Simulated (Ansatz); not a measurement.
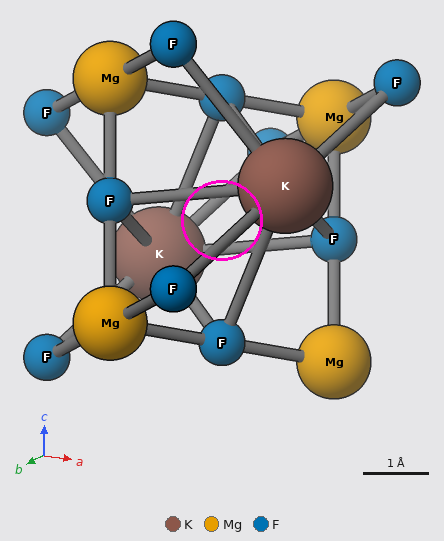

Perfect KMgF3. Style: ball-and-stick. Shown: the atoms within 3.8 Å of one point, from a free direction.

All numbers below come from Ansatz 0.2.0, DFT, PBEsol, PAW, plane waves. Set-up: plane-wave cutoff 420 eV; k-point mesh 1 × 1 × 1; mesh shifted by (0.25, 0.25, 0.25); collinear spin. Fermi-Dirac smearing of 0.01 eV. The axes drawn are those of the host's conventional cell.

An extra fluorine atom is put between the host's atoms (an interstitial) at the ringed place, in charge state 0. The supercell has 40 sites, and the atoms are relaxed at the host's cell.

Q: How do the neighbours respond?

A: The F atom starts with 4 F at 1.99 to 2.00 Å, 2 K at 1.99 to 2.00 Å around its place and ends with 1 Mg at 1.96 Å, 2 F at 1.97 to 2.08 Å. Of the host's atoms, a fluorine atom moves furthest from its site, by 0.59 Å. The F atom itself moves 0.89 Å from where it was put. The cell's net moment is 1.00 μB.

The relaxed defect, seen from the same direction:

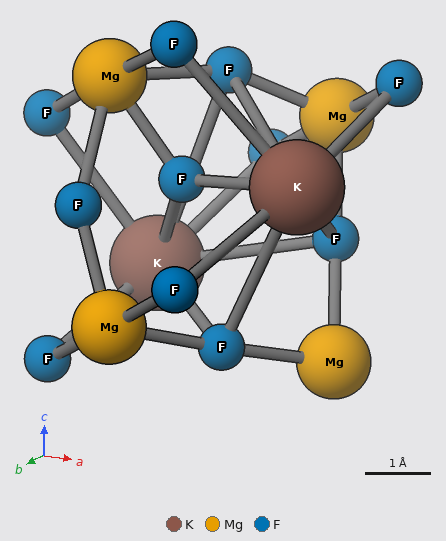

Limits of the set-up: the periodic images lie only 8.0 Å apart, so the values are limited by the cell's size.
